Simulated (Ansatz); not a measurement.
Run report: Si$_{2}$PNH$_{6}$, geometry relaxation (part 1 of 2)

- system: Si$_{2}$PNH$_{6}$
- method: RKS r2SCAN/def2-SVP (Ansatz 0.2.0)

It belongs to a series of runs on one base structure; here: end point A relaxed. Figures and captions count atoms from 1; the log counts them from 0 in places.

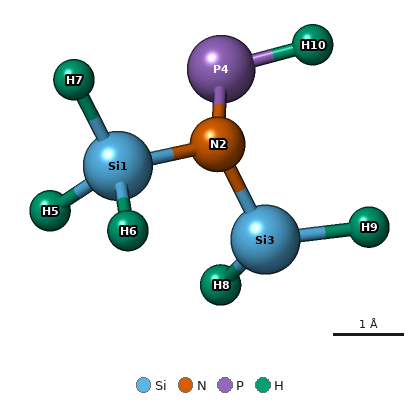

**Figure 1.** The starting structure (ball-and-stick view, seen at a tilt; atoms are numbered from 1 in the order of the input).

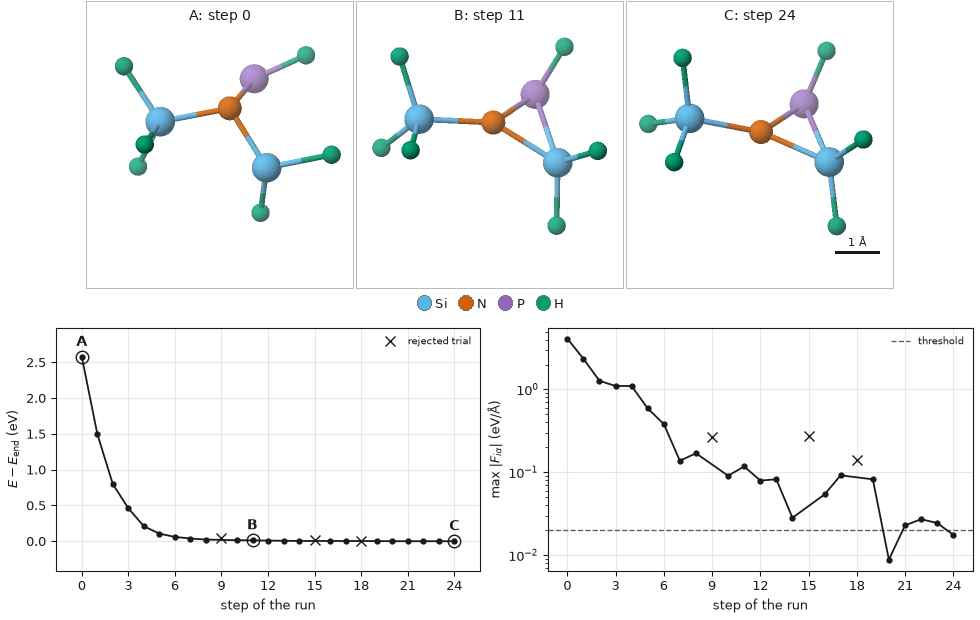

**Figure 2.** Frames of the relaxation (ball-and-stick view, seen at a tilt) above the curves, on which the letters mark them (the first geometry is step 0 here and step 1 in the log).

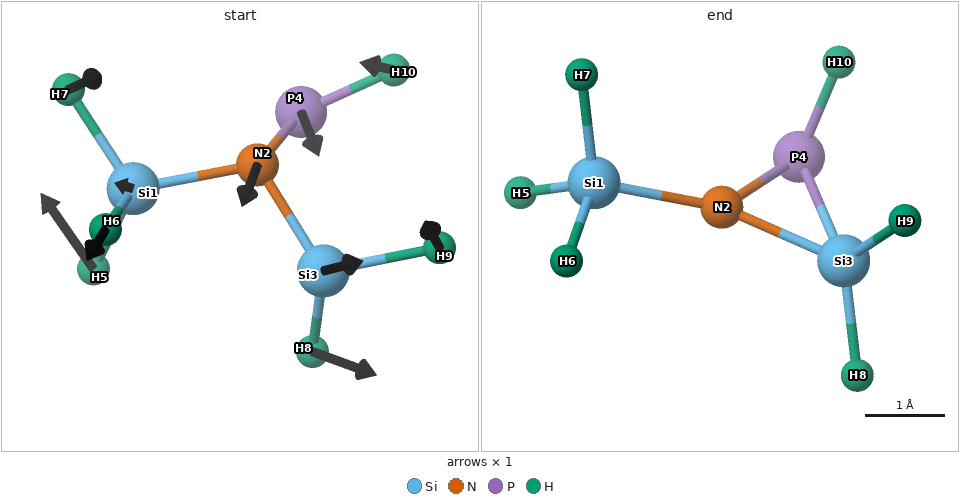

**Figure 3.** Before (left) and after (right) the relaxation, at one scale (ball-and-stick view, seen at a tilt). The black arrows give the displacements, at true length. The energy falls by 2.575 eV in 24 geometry steps. Largest force component: 4.1 eV/Å at the start, 0.018 eV/Å at the end. The line search rejected the trial steps at points 9, 15, 18 (counted from 0) and went back. The atom that moves furthest after the best rigid fit is H5 (1.19 Å). By element the largest moves are H 1.19 Å, P 0.70 Å, N 0.69 Å, Si 0.64 Å. Among the contacts that change: Si3–P4 2.665 → 2.213 Å, N2–P4 1.663 → 1.811 Å, Si1–N2 1.617 → 1.735 Å, N2–Si3 1.619 → 1.724 Å. Among the angles that change: Si1–N2–Si3 109.8° → 150.0°, Si3–N2–P4 108.6° → 77.5°, Si1–N2–P4 117.5° → 132.1°. (Atoms are counted from 1 in the order of the input.)

The input that produced these results follows, with the program's output.

## Input file
```yaml
crystal:
  periodic: [false, false, false]
  atoms:
    - { symbol: Si, position_ang: [-0.8327, 1.0113, -0.5477] }
    - { symbol: "N", position_ang: [0.44, 0.2374, 0.0824] }
    - { symbol: Si, position_ang: [-0.063, -0.8602, 1.1607] }
    - { symbol: P, position_ang: [1.4891, -0.502, -0.9758] }
    - { symbol: H, position_ang: [-1.801, 0.1218, -1.2821] }
    - { symbol: H, position_ang: [-1.6325, 1.7128, 0.5497] }
    - { symbol: H, position_ang: [-0.406, 2.1322, -1.4749] }
    - { symbol: H, position_ang: [-0.7966, -1.9604, 0.6133] }
    - { symbol: H, position_ang: [1.0863, -1.3559, 2.0515] }
    - { symbol: H, position_ang: [2.5996, -0.5883, -0.174] }
basis:
  gaussian: { orbitals: def2-SVP }
hamiltonian:
  xc: r2scan
relax:
  f_tol: 0.02
  max_steps: 50
```

Launched with:
```bash
ansatz run input.yaml --threads 2 --pin off --max-ram 3072MiB --backend cpu --events-out ev --progress --plain --runs-dir out
```

## What the program printed
```
The last accepted step is kept in [file] (removed where the run ends without a failure and the disk answers)
Engine: ansatz 0.2.0, aarch64-unknown-linux-gnu
Functional definition: r2SCAN
  parameter k0 = 0.174
  parameter k1 = 0.065
  parameter a1 = 4.9479
  exchange = r2scan_x(k0 = k0, k1 = k1, a1 = a1)
  correlation = r2scan_c
1119 factors; their error is unknown
mean field evaluation 1: about -26610.6535 eV, gradient 5.6e1 eV
mean field evaluation 2: about -26572.2338 eV, gradient 1.2e2 eV
mean field evaluation 4: about -26614.1753 eV, gradient 2.4e1 eV
mean field evaluation 8: about -26617.1366 eV, gradient 1.1e-1 eV
mean field evaluation 16: about -26617.0567 eV, gradient 1.6e-3 eV
mean field -26617.05668873 eV, -978.1587916217 hartree, gradient 8.6e-5 eV, S^2 0.000000; 0 other end points of the search recorded, 0 dependent functions left out
the calculation of the forces begins
reference -26617.05669916 eV, -978.1587920050 hartree; 28, 28 occupied and 70, 70 virtual orbitals, 1119 factors
relax step   1: F+E_penalty+E_count = -26617.05668873 eV  Δ(F+E_penalty+E_count) = +0.000e0 eV  max|allowed force component| = 4.114e0 eV/Å  Δτ_max = 0.0000 Å  (31 SCF iters, accepted)
these checks for a lower state are left out or cut short: starts, cluster_reference, orbital_swaps, neighbouring_geometries, increment
1119 factors; their error is unknown
mean field -26618.13486612 eV, -978.1984139101 hartree, gradient 2.6e-5 eV, S^2 0.000000; 0 other end points of the search recorded, 0 dependent functions left out
[... from here on the field's lines of each further geometry are left out, up to the last ...]
relax step   2: F+E_penalty+E_count = -26618.13486612 eV  Δ(F+E_penalty+E_count) = -1.078e0 eV  max|allowed force component| = 2.347e0 eV/Å  Δτ_max = 0.1703 Å  (37 SCF iters, accepted)
relax step   3: F+E_penalty+E_count = -26618.83469863 eV  Δ(F+E_penalty+E_count) = -6.998e-1 eV  max|allowed force component| = 1.271e0 eV/Å  Δτ_max = 0.1959 Å  (36 SCF iters, accepted)
relax step   4: F+E_penalty+E_count = -26619.17122398 eV  Δ(F+E_penalty+E_count) = -3.365e-1 eV  max|allowed force component| = 1.100e0 eV/Å  Δτ_max = 0.2000 Å  (35 SCF iters, accepted)
relax step   5: F+E_penalty+E_count = -26619.42261175 eV  Δ(F+E_penalty+E_count) = -2.514e-1 eV  max|allowed force component| = 1.101e0 eV/Å  Δτ_max = 0.1950 Å  (31 SCF iters, accepted)
relax step   6: F+E_penalty+E_count = -26619.52514426 eV  Δ(F+E_penalty+E_count) = -1.025e-1 eV  max|allowed force component| = 5.895e-1 eV/Å  Δτ_max = 0.1061 Å  (29 SCF iters, accepted)
relax step   7: F+E_penalty+E_count = -26619.57066400 eV  Δ(F+E_penalty+E_count) = -4.552e-2 eV  max|allowed force component| = 3.828e-1 eV/Å  Δτ_max = 0.2000 Å  (30 SCF iters, accepted)
relax step   8: F+E_penalty+E_count = -26619.59344223 eV  Δ(F+E_penalty+E_count) = -2.278e-2 eV  max|allowed force component| = 1.379e-1 eV/Å  Δτ_max = 0.0526 Å  (28 SCF iters, accepted)
relax step   9: F+E_penalty+E_count = -26619.60801146 eV  Δ(F+E_penalty+E_count) = -1.457e-2 eV  max|allowed force component| = 1.698e-1 eV/Å  Δτ_max = 0.1490 Å  (30 SCF iters, accepted)
relax step  10: F+E_penalty+E_count = -26619.59166989 eV  Δ(F+E_penalty+E_count) = +1.634e-2 eV  max|allowed force component| = 2.644e-1 eV/Å  Δτ_max = 0.1767 Å  (29 SCF iters, rejected (line search))
relax step  11: F+E_penalty+E_count = -26619.61744682 eV  Δ(F+E_penalty+E_count) = -9.435e-3 eV  max|allowed force component| = 9.098e-2 eV/Å  Δτ_max = 0.0861 Å  (29 SCF iters, accepted)
relax step  12: F+E_penalty+E_count = -26619.61912777 eV  Δ(F+E_penalty+E_count) = -1.681e-3 eV  max|allowed force component| = 1.177e-1 eV/Å  Δτ_max = 0.0976 Å  (30 SCF iters, accepted)
relax step  13: F+E_penalty+E_count = -26619.62243719 eV  Δ(F+E_penalty+E_count) = -3.309e-3 eV  max|allowed force component| = 7.955e-2 eV/Å  Δτ_max = 0.1500 Å  (29 SCF iters, accepted)
relax step  14: F+E_penalty+E_count = -26619.62467917 eV  Δ(F+E_penalty+E_count) = -2.242e-3 eV  max|allowed force component| = 8.234e-2 eV/Å  Δτ_max = 0.0972 Å  (30 SCF iters, accepted)
relax step  15: F+E_penalty+E_count = -26619.62738190 eV  Δ(F+E_penalty+E_count) = -2.703e-3 eV  max|allowed force component| = 2.825e-2 eV/Å  Δτ_max = 0.0553 Å  (30 SCF iters, accepted)
relax step  16: F+E_penalty+E_count = -26619.61677564 eV  Δ(F+E_penalty+E_count) = +1.061e-2 eV  max|allowed force component| = 2.764e-1 eV/Å  Δτ_max = 0.1971 Å  (29 SCF iters, rejected (line search))
relax step  17: F+E_penalty+E_count = -26619.62786670 eV  Δ(F+E_penalty+E_count) = -4.848e-4 eV  max|allowed force component| = 5.412e-2 eV/Å  Δτ_max = 0.0601 Å  (30 SCF iters, accepted)
relax step  18: F+E_penalty+E_count = -26619.62825409 eV  Δ(F+E_penalty+E_count) = -3.874e-4 eV  max|allowed force component| = 9.196e-2 eV/Å  Δτ_max = 0.0795 Å  (29 SCF iters, accepted)
relax step  19: F+E_penalty+E_count = -26619.62631147 eV  Δ(F+E_penalty+E_count) = +1.943e-3 eV  max|allowed force component| = 1.391e-1 eV/Å  Δτ_max = 0.1101 Å  (30 SCF iters, rejected (line search))
relax step  20: F+E_penalty+E_count = -26619.62927308 eV  Δ(F+E_penalty+E_count) = -1.019e-3 eV  max|allowed force component| = 8.234e-2 eV/Å  Δτ_max = 0.0381 Å  (30 SCF iters, accepted)
relax step  21: F+E_penalty+E_count = -26619.63058228 eV  Δ(F+E_penalty+E_count) = -1.309e-3 eV  max|allowed force component| = 8.829e-3 eV/Å  Δτ_max = 0.0320 Å  (29 SCF iters, accepted)
relax step  22: F+E_penalty+E_count = -26619.63096609 eV  Δ(F+E_penalty+E_count) = -3.838e-4 eV  max|allowed force component| = 2.286e-2 eV/Å  Δτ_max = 0.0494 Å  (30 SCF iters, accepted)
relax step  23: F+E_penalty+E_count = -26619.63112679 eV  Δ(F+E_penalty+E_count) = -1.607e-4 eV  max|allowed force component| = 2.720e-2 eV/Å  Δτ_max = 0.0331 Å  (30 SCF iters, accepted)
relax step  24: F+E_penalty+E_count = -26619.63129365 eV  Δ(F+E_penalty+E_count) = -1.669e-4 eV  max|allowed force component| = 2.443e-2 eV/Å  Δτ_max = 0.0305 Å  (29 SCF iters, accepted)
the calculation of the forces begins
reference -26619.63140569 eV, -978.2534107249 hartree; 28, 28 occupied and 70, 70 virtual orbitals, 1119 factors
relax step  25: F+E_penalty+E_count = -26619.63139448 eV  Δ(F+E_penalty+E_count) = -1.008e-4 eV  max|allowed force component| = 1.763e-2 eV/Å  Δτ_max = 0.0103 Å  (31 SCF iters, accepted)
1119 factors; their error is unknown
mean field evaluation 192: about -26619.7091 eV, gradient 1.3e-1 eV
mean field -26619.63139448 eV, -978.2534103130 hartree, gradient 1.1e-5 eV, S^2 0.000000; 1 other end points of the search recorded, 0 dependent functions left out
the calculation of the forces begins
reference -26619.63140569 eV, -978.2534107249 hartree; 28, 28 occupied and 70, 70 virtual orbitals, 1119 factors
Total energy: -26619.63140569 eV, -978.2534107249 hartree
Atom 0 at    -0.945168     1.214505    -0.653315 Å, force     0.010505    -0.004170    -0.006301 eV/Å
Atom 1 at    -0.046657    -0.183733    -0.155386 Å, force    -0.012076    -0.003360     0.017635 eV/Å
Atom 2 at     0.425157    -1.295132     1.075802 Å, force     0.000957     0.013956    -0.015409 eV/Å
Atom 3 at     1.246851    -1.150255    -0.974367 Å, force     0.006904     0.002754     0.000292 eV/Å
Atom 4 at    -1.512115     1.006667    -2.020594 Å, force     0.004481     0.000345     0.007298 eV/Å
Atom 5 at    -2.048794     1.426513     0.329981 Å, force     0.001436     0.001137    -0.000823 eV/Å
Atom 6 at    -0.092199     2.445216    -0.696513 Å, force    -0.007207    -0.007401     0.001369 eV/Å
Atom 7 at    -0.523228    -2.380714     1.437520 Å, force     0.001012     0.004244     0.000455 eV/Å
Atom 8 at     1.176119    -0.766436     2.247415 Å, force    -0.002814    -0.003764    -0.003571 eV/Å
Atom 9 at     2.403234    -0.367932    -0.587443 Å, force    -0.003197    -0.003742    -0.000944 eV/Å
Dipole moment:     0.056854    -0.035827     0.271850 e Å
```

## Trajectory as extended XYZ (Å, eV, eV/Å), 21 of the 25 frames kept, from step=1 to step=25
```
10
Properties=species:S:1:pos:R:3:forces:R:3 step=1 energy=-26617.05669
Si   -0.8327    1.0113   -0.5477   -4.1136   3.9837  -1.9568
N     0.4400    0.2374    0.0824    2.7884   3.7026  -0.0713
Si   -0.0630   -0.8602    1.1607    0.9184  -3.8687   3.6930
P     1.4891   -0.5020   -0.9758   -0.0411  -2.4073  -1.8129
H    -1.8010    0.1218   -1.2821    0.1611  -0.0030   0.0060
H    -1.6325    1.7128    0.5497    0.3275  -0.4612  -0.1364
H    -0.4060    2.1322   -1.4749    0.0068  -0.3916   0.0269
H    -0.7966   -1.9604    0.6133   -0.6932  -1.1385  -0.5604
H     1.0863   -1.3559    2.0515   -0.5940   0.3640  -0.1782
H     2.5996   -0.5883   -0.1740    1.2398   0.2200   0.9899
10
Properties=species:S:1:pos:R:3:forces:R:3 step=2 energy=-26618.13487
Si   -0.8546    1.1114   -0.5501   -1.9556   1.7922  -1.1446
N     0.4420    0.2565    0.0810    0.6796   2.1583  -0.1136
Si   -0.0399   -0.9373    1.1642    1.1077  -2.3467   1.1843
P     1.4229   -0.6589   -0.9724    0.5474  -1.3378   0.2958
H    -1.8009    0.2170   -1.2996   -0.0163   0.0035   0.0159
H    -1.6252    1.7053    0.6036    0.1891  -0.0582  -0.1602
H    -0.3925    2.1420   -1.5462   -0.0142  -0.0639   0.2213
H    -0.7445   -2.0987    0.5787   -0.2348  -0.2004  -0.0657
H     1.0393   -1.3040    2.1591   -0.3544   0.1218  -0.1583
H     2.6366   -0.4845   -0.2153    0.0515  -0.0688  -0.0749
10
Properties=species:S:1:pos:R:3:forces:R:3 step=3 energy=-26618.83470
Si   -0.9334    1.2027   -0.6030    0.0368  -0.0470  -0.0645
N     0.4176    0.3278    0.0783   -0.5413  -0.0096   0.2593
Si    0.0804   -1.0484    1.1397    1.1832  -0.5524  -1.2713
P     1.3931   -0.8191   -0.8638    0.6501   0.0971   0.9847
H    -1.8580    0.2748   -1.3339   -0.0699   0.1081  -0.0420
H    -1.6421    1.7628    0.5815   -0.1120   0.1754  -0.0807
H    -0.4154    2.2172   -1.5633   -0.0776   0.1037   0.0341
H    -0.7179   -2.1896    0.5627   -0.1262   0.3539   0.4655
H     1.0721   -1.3068    2.2169   -0.2322   0.0670   0.0606
H     2.6867   -0.4726   -0.2121   -0.7108  -0.2961  -0.3456
10
Properties=species:S:1:pos:R:3:forces:R:3 step=5 energy=-26619.42261
Si   -0.9710    1.2220   -0.6128    0.5895  -0.3465   0.1830
N     0.3960    0.3263    0.0759   -0.4419  -1.1007   0.2728
Si    0.3588   -1.2514    0.9468   -0.5016   0.2186   0.2155
P     1.4791   -0.8349   -0.8614    0.4726   0.5279  -0.3299
H    -1.9147    0.3421   -1.3736   -0.0461   0.0163  -0.0151
H    -1.6929    1.8246    0.5430   -0.0530   0.0521  -0.0180
H    -0.4611    2.2697   -1.5441   -0.0062   0.0292   0.0310
H    -0.8431   -2.1959    0.7076    0.6502   0.6596   0.3839
H     1.0068   -1.2796    2.3268   -0.4252   0.0027  -0.5917
H     2.7254   -0.4742   -0.2050   -0.2383  -0.0592  -0.1316
```
